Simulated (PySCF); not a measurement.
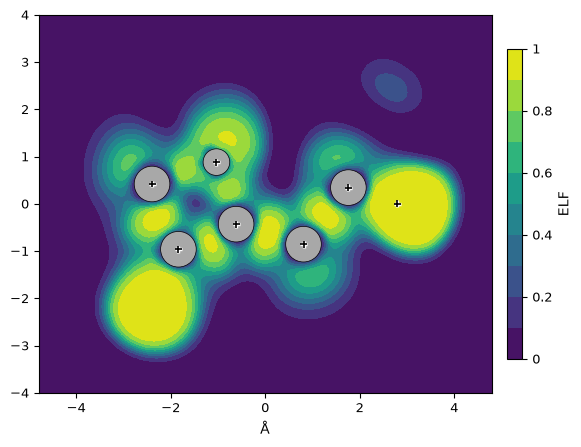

The electron localisation function on a plane through atoms (crosses mark nuclei in the plane; grey discs cover the cores).

Method: PBE0/pcSseg-1, SCF density, gas phase, non-relativistic in PySCF.

Candidates:
A. C5H11FN2Si
B. C4H9ClSSi2 (SMILES C=CC(=C)[SiH2]S[SiH2]Cl)
C. C6H8F2O (SMILES FC(F)CCC1=CCO1)

Which candidate gave the map?

Answer. Candidate C: C6H8F2O on the plane of atoms C4, C5 and C6, which holds C, O and H. C–C (1.34 Å): the ELF peaks at about 0.90 between the atoms: a short, multiple covalent bond. C–O (1.39 Å): the ELF peaks at about 0.90 between the atoms; a polar covalent bond.
